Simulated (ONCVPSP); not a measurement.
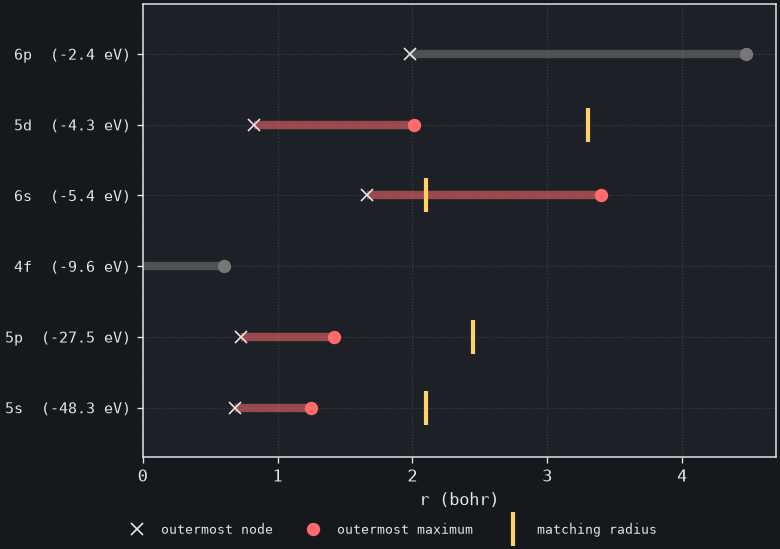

Fig. 1: Outer shells of the all-electron reference atom: each bar runs from the outermost node (or the nucleus) to the outermost maximum of u(r); the tick is the radius chosen for the pseudo-wave. Shells without a tick have no pseudo-wave of their own. Levels, nodes and maxima are from ld1.x, scalar-relativistic.

- Radii against the shells: 5s: 2.10 bohr, outside the maximum; 5p: 2.45 bohr, outside the maximum; 6s: 2.10 bohr, between node and maximum; 5d: 3.30 bohr, outside the maximum.

# Run report: Sm, pseudopotential generation

System: samarium (Sm, Z = 62), core [Kr] 4d10 4f5, reference valence 5s2 5p6 5d1 6s1.75 (an ion of charge +0.25), valence charge 11.
Method: ONCV potential, LDA (Perdew-Zunger), scalar-relativistic, made with ONCVPSP 4.0.1.

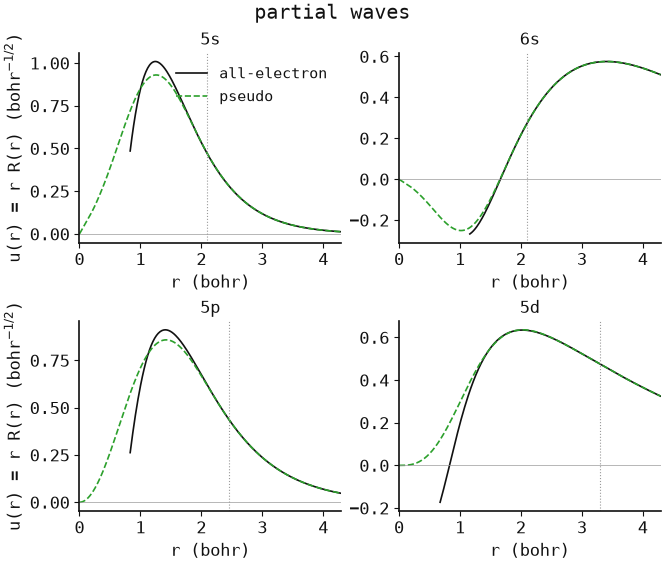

Fig. 2: All-electron valence functions (solid) with their pseudo partners (dashed). Dotted lines mark the matching radii. The innermost oscillations of some all-electron curves aren't drawn. Pseudo-waves: 5s has no node; 6s has a node at about 1.7 bohr; 5p has no node; 5d has no node. A node in 6s is expected, since a lower shell of the same l is also in the valence and the two must stay orthogonal.

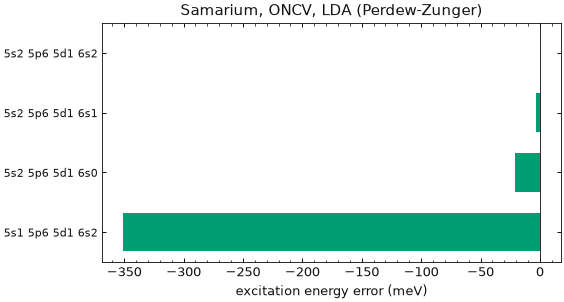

Fig. 3: Errors, all-electron minus pseudo, of the energies of valence configurations relative to the unpolarised reference 5s2 5p6 5d1 6s1.75.

- Worst configuration: 5s1 5p6 5d1 6s2 (charge +1): the error is -351 meV on an all-electron energy of +51.14 eV relative to the reference, or 0.69 %.
- Configurations within 10 meV and within 50 meV: 2 and 3 of 4. The potential isn't sound: its ghost test gives GHOST(-) flagged for s at -81.7 eV; no localised positive-energy state flagged.

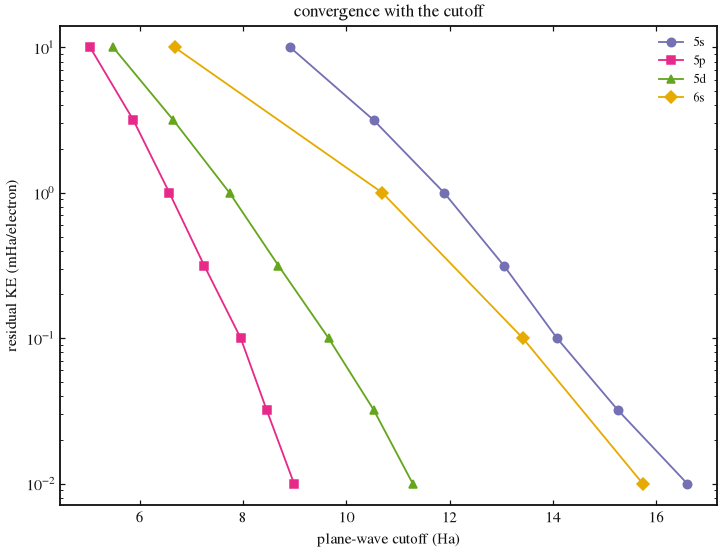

Fig. 4: Residual kinetic energy of the pseudo-waves (the first of each channel, and further valence shells) beyond the plane-wave cutoff, as the generator prints it.

- Cutoffs for 1 mHa per electron: 5s: 12 Ha; 6s: 11 Ha; 5d: 7.7 Ha; 5p: 6.6 Ha.
- Cutoffs for the occupied states: 12 Ha for 1 mHa and 14 Ha for 0.1 mHa per electron. The first is set by 5s.

Input and output of the run follow.

**The input**
```
# ATOM AND REFERENCE CONFIGURATION
# atsym  z   nc   nv     iexc    psfile
  Sm 62.00   10    4        3      upf
#
#   n    l    f
    1    0    2.00
    2    0    2.00
    2    1    6.00
    3    0    2.00
    3    1    6.00
    3    2   10.00
    4    0    2.00
    4    1    6.00
    4    2   10.00
    4    3    5.00
    5    0    2.00
    5    1    6.00
    5    2    1.00
    6    0    1.75
#
# PSEUDOPOTENTIAL AND OPTIMIZATION
# lmax
    2
#
#   l,   rc,      ep,       ncon, nbas, qcut
    0    2.10    0.00    3    6    5.90
    1    2.45    0.00    3    6    4.50
    2    3.30    0.00    4    8    5.80
#
# LOCAL POTENTIAL
# lloc, lpopt,  rc(5),   dvloc0
    4    1    1.65    4.00
#
# VANDERBILT-KLEINMAN-BYLANDER PROJECTORs
# l, nproj, debl
    0    2    3.20
    1    3    1.30
    2    2    1.70
#
# MODEL CORE CHARGE
# icmod, fcfact, rcfact
    1    0.70    0.00
#
# LOG DERIVATIVE ANALYSIS
# epsh1, epsh2, depsh
   -3.00    5.00    0.02
#
# OUTPUT GRID
# rlmax, drl
    6.00    0.01
#
# TEST CONFIGURATIONS
# ncnf
    4
# nvcnf
#   n    l    f
    4
    5    0    2.00
    5    1    6.00
    5    2    1.00
    6    0    2.00
#
    4
    5    0    2.00
    5    1    6.00
    5    2    1.00
    6    0    1.00
#
    4
    5    0    2.00
    5    1    6.00
    5    2    1.00
    6    0    0.00
#
    4
    5    0    1.00
    5    1    6.00
    5    2    1.00
    6    0    2.00
#
```

Run as:
```bash
oncvpsp.x < Sm.dat > Sm.out
```

**The program's output (extracts)**
```
ONCVPSP  (Optimized Norm-Conservinng Vanderbilt PSeudopotential)
scalar-relativistic version 4.0.1

#   n    l    f        energy (Ha)
    1    0    2.00    -1.7140827E+03
    2    0    2.00    -2.8039099E+02
    2    1    6.00    -2.5025890E+02
    3    0    2.00    -6.1678173E+01
    3    1    6.00    -5.2258915E+01
    3    2   10.00    -3.9475826E+01
    4    0    2.00    -1.2485476E+01
    4    1    6.00    -9.3825743E+00
    4    2   10.00    -5.0269633E+00
    4    3    5.00    -3.5389416E-01
    5    0    2.00    -1.7750324E+00
    5    1    6.00    -1.0121584E+00
    5    2    1.00    -1.5656151E-01
    6    0    1.75    -1.9723808E-01

Reference configufation results
  iterations    29
  all-electron total energy (Ha)   -1.04198459D+04

Begin loop to  construct optimized pseudo wave functions
and semi-local pseudopoentials for all angular momenta

Calculating optimized projector #   1

 for l=   0

    Fraction of norm inside rc  0.927576
    Optimizing pswf for qcut=   5.91 a_B^-1,  ecut=  17.46 Ha
    Residual kinetic energy error=  3.32D-06 Ha

    Energy error per electron        Cutoff
         Ha          eV             Ha
         0.01000     0.27211        8.92
         0.00100     0.02721       11.90
         0.00010     0.00272       14.08
         0.00001     0.00027       16.60

Calculating optimized projector #   2

 for l=   0

    Fraction of norm inside rc  0.056650
    Optimizing pswf for qcut=   5.91 a_B^-1,  ecut=  17.46 Ha
    Residual kinetic energy error=  1.02D-06 Ha

    Energy error per electron        Cutoff
         Ha          eV             Ha
         0.01000     0.27211        6.68
         0.00100     0.02721       10.70
         0.00010     0.00272       13.42
         0.00001     0.00027       15.74

   Wellstate for l =  1  n =  7
     eigenvalue =   0.2878
     asymptotic potential =   0.7878
     half-point radius =  8.6824

   Wellstate for l =  1  n =  7
     eigenvalue =   1.5878
     asymptotic potential =   2.0878
     half-point radius =  3.9394

Calculating optimized projector #   1

 for l=   1

    Fraction of norm inside rc  0.917549
    Optimizing pswf for qcut=   4.50 a_B^-1,  ecut=  10.10 Ha
    Residual kinetic energy error=  9.81D-07 Ha

    Energy error per electron        Cutoff
         Ha          eV             Ha
         0.01000     0.27211        5.04
         0.00100     0.02721        6.58
         0.00010     0.00272        7.96
         0.00001     0.00027        8.99

Calculating optimized projector #   2

 for l=   1

    Fraction of norm inside rc  0.062910
    Optimizing pswf for qcut=   4.50 a_B^-1,  ecut=  10.10 Ha
    Residual kinetic energy error=  5.53D-06 Ha

    Energy error per electron        Cutoff
         Ha          eV             Ha
         0.01000     0.27211        3.97
         0.00100     0.02721        5.59
         0.00010     0.00272        6.87
         0.00001     0.00027        8.43

Calculating optimized projector #   3

 for l=   1

    Fraction of norm inside rc  0.226971
    Optimizing pswf for qcut=   4.50 a_B^-1,  ecut=  10.10 Ha
    Residual kinetic energy error=  5.96D-05 Ha

    Energy error per electron        Cutoff
         Ha          eV             Ha
         0.01000     0.27211        5.20
         0.00100     0.02721        6.23
         0.00010     0.00272        7.68
         0.00001     0.00027       21.27

   Wellstate for l =  2  n =  8
     eigenvalue =   1.5434
     asymptotic potential =   2.0434
     half-point radius =  6.4482

Calculating optimized projector #   1

 for l=   2

    Fraction of norm inside rc  0.728897
    Optimizing pswf for qcut=   5.80 a_B^-1,  ecut=  16.79 Ha
    Residual kinetic energy error=  1.00D-09 Ha

    Energy error per electron        Cutoff
         Ha          eV             Ha
         0.01000     0.27211        5.49
         0.00100     0.02721        7.74
         0.00010     0.00272        9.66
         0.00001     0.00027       11.29

Calculating optimized projector #   2

 for l=   2

    Fraction of norm inside rc  0.218028
    Optimizing pswf for qcut=   5.80 a_B^-1,  ecut=  16.79 Ha
    Residual kinetic energy error=  1.32D-09 Ha

    Energy error per electron        Cutoff
         Ha          eV             Ha
         0.01000     0.27211        6.66
         0.00100     0.02721        8.79
         0.00010     0.00272       10.78
         0.00001     0.00027       12.58

Construct Vanderbilt / Kleinmman-Bylander projectors

B matrix Hermiticity error, ll=   0
   1   2    1.3195E-04

  Orthonormal projector coefficients -7.5157E+00  1.3594E+00

B matrix Hermiticity error, ll=   1
   1   2   -8.2756E-05
   1   3   -2.6644E-04
   2   3   -5.6017E-05

  Orthonormal projector coefficients  3.6508E+00  8.2758E-01  4.4615E-01

B matrix Hermiticity error, ll=   2
   1   2    6.5115E-05

  Orthonormal projector coefficients  6.4534E-01  2.9678E-01

Model core correction analysis
  based on d2Exc/dn_idn_j

d2excae - all-electron derivatives

   -2.346941D-02   -2.090632D-02   -8.937349D-03   -1.979364D-03
   -2.090618D-02   -2.099355D-02   -1.195297D-02   -3.135900D-03
   -8.936526D-03   -1.195201D-02   -1.345276D-02   -7.091093D-03
   -1.979320D-03   -3.135700D-03   -7.090984D-03   -6.248503D-03

d2excps - pseudofunction derivatives with no core correction

   -3.736494D-02   -3.058270D-02   -1.140655D-02   -3.229037D-03
   -3.058369D-02   -2.788254D-02   -1.405763D-02   -4.046461D-03
   -1.140703D-02   -1.405773D-02   -1.478083D-02   -7.520546D-03
   -3.229184D-03   -4.046267D-03   -7.520448D-03   -6.583620D-03

rms 2nd derivative error    5.338080E-03

Polynomial model core charge

d2excps - pseudofunction derivatives with core correction

   -2.190857D-02   -2.004116D-02   -9.129940D-03   -1.905267D-03
   -2.004109D-02   -2.016946D-02   -1.198934D-02   -3.123708D-03
   -9.129145D-03   -1.198840D-02   -1.366252D-02   -7.103359D-03
   -1.905211D-03   -3.123502D-03   -7.103253D-03   -6.240092D-03

rms 2nd derivative error    5.445598E-04

Pseudoatom total energy  -36.214130

Diagnostic tests using Vanderbilt-Kleinman-Bylander pseudopotentials
  1 or more projectors used as specified by nproj input data

   l    rcore       rmatch      e in        delta e   norm test  slope test

   0   2.1055624   2.1694918  -1.7750324   0.0001075   0.9974702   0.9975177
   0   2.1055624   2.1694918  -0.1972381   0.0000100   1.0002355   1.0001336

   1   2.4598896   2.5345772  -1.0121584   0.0000021   1.0000948   1.0000984
   1   2.4598896   2.5345772   0.2878416   0.0000333   1.0001616   1.0001616
   1   2.4598896   2.5345772   1.5878416   0.0000484   1.0001866   1.0001866

   2   3.3175284   3.4182558  -0.1565615   0.0000000   1.0000219   1.0000258
   2   3.3175284   3.4182558   1.5434385   0.0000061   1.0000814   1.0000814

 Testing for bound ghosts
   n   l    E NL Schr. Eq   E Basis Diag.   E Cutoff

       0                       -3.002391     28.97  WARNING - GHOST(-)
   1   0       -1.774925       -1.774915     28.97
   2   0       -0.197228       -0.162718     28.97

   2   1       -1.012156       -1.012156     37.03

   3   2       -0.156561       -0.156345     31.32

 Testing for highly-localized positive-energy ghosts
       l    <radius>/rc     E Basis Diag.   E Cutoff

Test configuration 0

   n   l     f        eae           eps        diff
   1   0  2.0000-1714.08270091
   2   0  2.0000 -280.39099040
   2   1  6.0000 -250.25889603
   3   0  2.0000  -61.67817251
   3   1  6.0000  -52.25891506
   3   2 10.0000  -39.47582590
   4   0  2.0000  -12.48547637
   4   1  6.0000   -9.38257427
   4   2 10.0000   -5.02696333
   4   3  5.0000   -0.35389416
   5   0  2.0000   -1.77503237   -1.77492491    1.07D-04
   5   1  6.0000   -1.01215844   -1.01215630    2.14D-06
   5   2  1.0000   -0.15656151   -0.15656148    3.49D-08
   6   0  1.7500   -0.19723808   -0.19722807    1.00D-05

    Total energies and differences
      AE_ref= -1.04198459D+04  AE_tst= -1.04198459D+04  dif=  0.00D+00
      PS_ref= -3.62141297D+01  PS_tst= -3.62141297D+01  dif=  7.82D-14
      PSP excitation error= -7.82D-14

Test configuration 1

   n   l     f        eae           eps        diff
   1   0  2.0000-1714.02877612
   2   0  2.0000 -280.33728491
   2   1  6.0000 -250.20517710
   3   0  2.0000  -61.62450992
   3   1  6.0000  -52.20525130
   3   2 10.0000  -39.42216783
   4   0  2.0000  -12.43179457
   4   1  6.0000   -9.32888884
   4   2 10.0000   -4.97327953
   4   3  5.0000   -0.30024411
   5   0  2.0000   -1.72133997   -1.72090276    4.37D-04
   5   1  6.0000   -0.95854713   -0.95833024    2.17D-04
   5   2  1.0000   -0.10626495   -0.10622024    4.47D-05
   6   0  2.0000   -0.15222815   -0.15219062    3.75D-05

    Total energies and differences
      AE_ref= -1.04198459D+04  AE_tst= -1.04198896D+04  dif= -4.36D-02
      PS_ref= -3.62141297D+01  PS_tst= -3.62577690D+01  dif= -4.36D-02
      PSP excitation error=  3.82D-06

Test configuration 2

   n   l     f        eae           eps        diff
   1   0  2.0000-1714.26149026
   2   0  2.0000 -280.56893429
   2   1  6.0000 -250.43689596
   3   0  2.0000  -61.85581169
   3   1  6.0000  -52.43656065
   3   2 10.0000  -39.65347007
   4   0  2.0000  -12.66317122
   4   1  6.0000   -9.56028925
   4   2 10.0000   -5.20468156
   4   3  5.0000   -0.53137804
   5   0  2.0000   -1.95256465   -1.95399673   -1.43D-03
   5   1  6.0000   -1.18902128   -1.19009158   -1.07D-03
   5   2  1.0000   -0.32106402   -0.32140265   -3.39D-04
   6   0  1.0000   -0.34141693   -0.34162766   -2.11D-04

    Total energies and differences
      AE_ref= -1.04198459D+04  AE_tst= -1.04196447D+04  dif=  2.01D-01
      PS_ref= -3.62141297D+01  PS_tst= -3.60128211D+01  dif=  2.01D-01
      PSP excitation error= -1.09D-04

Test configuration 3

   n   l     f        eae           eps        diff
   1   0  2.0000-1714.53245582
   2   0  2.0000 -280.83826394
   2   1  6.0000 -250.70633949
   3   0  2.0000  -62.12432806
   3   1  6.0000  -52.70509226
   3   2 10.0000  -39.92203233
   4   0  2.0000  -12.93175779
   4   1  6.0000   -9.82892336
   4   2 10.0000   -5.47333600
   4   3  5.0000   -0.79938697
   5   0  2.0000   -2.22043967   -2.22530017   -4.86D-03
   5   1  6.0000   -1.45487582   -1.45848277   -3.61D-03
   5   2  1.0000   -0.56422736   -0.56570704   -1.48D-03

    Total energies and differences
      AE_ref= -1.04198459D+04  AE_tst= -1.04192022D+04  dif=  6.44D-01
      PS_ref= -3.62141297D+01  PS_tst= -3.55695930D+01  dif=  6.45D-01
      PSP excitation error= -7.82D-04

Test configuration 4

   n   l     f        eae           eps        diff
   1   0  2.0000-1714.50804896
   2   0  2.0000 -280.80444513
   2   1  6.0000 -250.67333751
   3   0  2.0000  -62.08234620
   3   1  6.0000  -52.66325777
   3   2 10.0000  -39.88085664
   4   0  2.0000  -12.88997079
   4   1  6.0000   -9.78736443
   4   2 10.0000   -5.43123084
   4   3  5.0000   -0.74498705
   5   0  1.0000   -2.13859725   -2.16300787   -2.44D-02
   5   1  6.0000   -1.35367895   -1.37212852   -1.84D-02
   5   2  1.0000   -0.42272619   -0.42657423   -3.85D-03
   6   0  2.0000   -0.39106759   -0.39319456   -2.13D-03

    Total energies and differences
      AE_ref= -1.04198459D+04  AE_tst= -1.04179665D+04  dif=  1.88D+00
      PS_ref= -3.62141297D+01  PS_tst= -3.43217562D+01  dif=  1.89D+00
      PSP excitation error= -1.29D-02
```

**Results in brief**

- outcome: generated, with a ghost state
- cutoffs needed: 12 Ha and 14 Ha (the cutoffs at which the residual kinetic energy of the hardest occupied pseudo-wave falls to 1 and 0.1 mHa per electron)
- ghost test: GHOST(-) flagged for s at -81.7 eV; no localised positive-energy state flagged
- largest excitation error: -351 meV (all-electron minus pseudo) for 5s1 5p6 5d1 6s2, out of 4 test configurations
- rms error of d²Exc/dni dnj: 5.34 mHa without and 0.54 mHa with the model core
- range over which the phases arctan(r R′/R) at the test radius agree within 0.05 rad (a looser test near the poles than one of phase shifts): s: between about -2.1 and 0.7 Ha; p: over the whole range computed; d: up to about 3.3 Ha; f: not judged, local potential alone
- hardware: 1 CPU thread, shared host
- wall time: 5 s

**Remarks**

The potential has a bound ghost state, so it can't be used as it stands. An excitation error of 351 meV in its own tests makes this a poorly transferable potential. The open f shell is frozen into the core, so the potential fits one valence alone and carries no f magnetism.
